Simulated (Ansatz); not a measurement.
System: C2H8BNSi.

```xyz
13

B    -0.2289    1.4165    1.1999
C    -0.0150    0.1082    0.4094
Si   -1.6376    0.0564   -0.6585
N     1.0880    0.1098   -0.5305
C     1.9224   -0.8462   -0.4950
H     0.2931    2.4333    0.8573
H    -0.9893    1.4155    2.1243
H    -2.8000   -0.2544    0.2153
H    -1.8729    1.3479   -1.3519
H    -1.4708   -1.0215   -1.6654
H     1.8638   -1.6855    0.2157
H     2.7571   -0.8501   -1.1972
H    -0.0780   -0.8014    1.0395
```

All numbers below come from RKS B3LYP/6-31G* (Ansatz).

**Predict the electron density and electron localisation function between the atoms.**

C–B (1.54 Å): ρ at the midpoint is about 1.5 e/Å³; the ELF peaks at about 0.95 between the atoms (localised, covalent bonding).
C–N (1.45 Å): the density is about 1.9 e/Å³ at the midpoint; the ELF peaks at about 0.90 between the atoms; a shared electron pair.
B–H (1.19 Å): the density is about 1.2 e/Å³ at the midpoint; the ELF climbs to about 1 towards the hydrogen, as it does in any bond to H (an ordinary covalent bond to hydrogen).

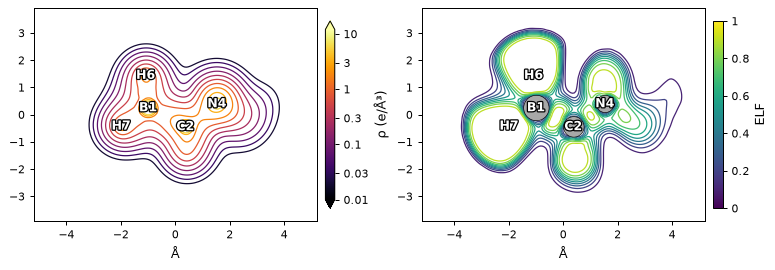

Computed electron density and electron localisation function on the plane of atoms H6, B1 and H7, in this order. Grey discs cover the atomic cores in the ELF map. 
